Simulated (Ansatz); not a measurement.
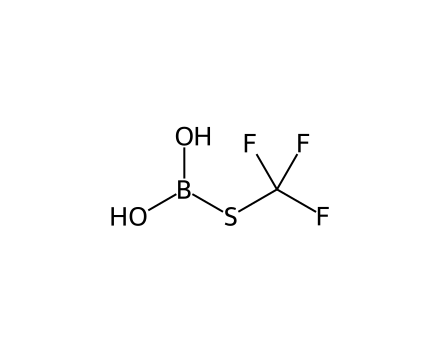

The computed structure is the end point of a PBE0-D4/def2-TZVP optimisation. No frequency run is at hand to confirm it as a minimum. Properties computed with RKS ωB97M-V/def2-TZVPP (Ansatz 0.2.0).

Computed properties:

The species is CH₂BF₃O₂S (`OB(O)SC(F)(F)F`).
- dipole moment: 1.72 D
- HOMO energy (Kohn–Sham orbital): −10.42 eV
- LUMO energy (Kohn–Sham orbital): 2.01 eV
- HOMO–LUMO gap: 12.43 eV
